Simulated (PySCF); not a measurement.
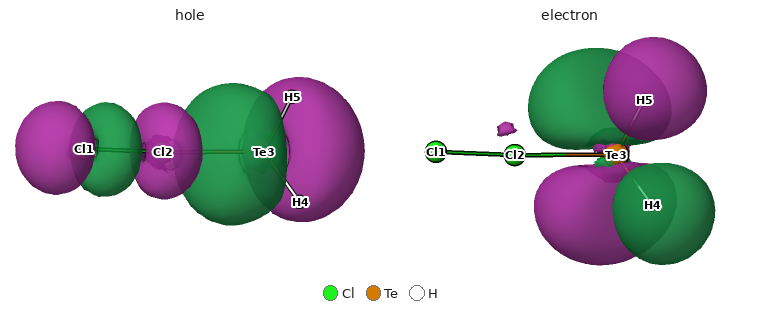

Figure. Cl2H2Te, SMILES `ClCl.[TeH2]`. Leading natural transition orbital pair of S₃ (TDA singlet states); the surfaces enclose about 85 % of each orbital's density.

Level of theory: CAM-B3LYP/def2-SVP (PySCF), at an unrelaxed start geometry of a pair search. Core potentials replace the inner electrons of Te; spin–orbit coupling isn't included. Without diffuse functions Rydberg states are missing, so the states' numbers hold for this basis only.

Question: Where does the state lie, and where do hole and electron sit?

Answer: 4.36 eV (285 nm), f = 0.001 (very weak); the leading pair carries 100 %; hole on Te3 (66 %), Cl1 (19 %) and Cl2 (10 %), electron on Te3 (67 %) and H4 and H5 (15 % each); their centroids lie 1.0 Å apart. In canonical orbitals it is mainly HOMO → LUMO+1 (97 %). The HOMO–LUMO gap is 6.74 eV.
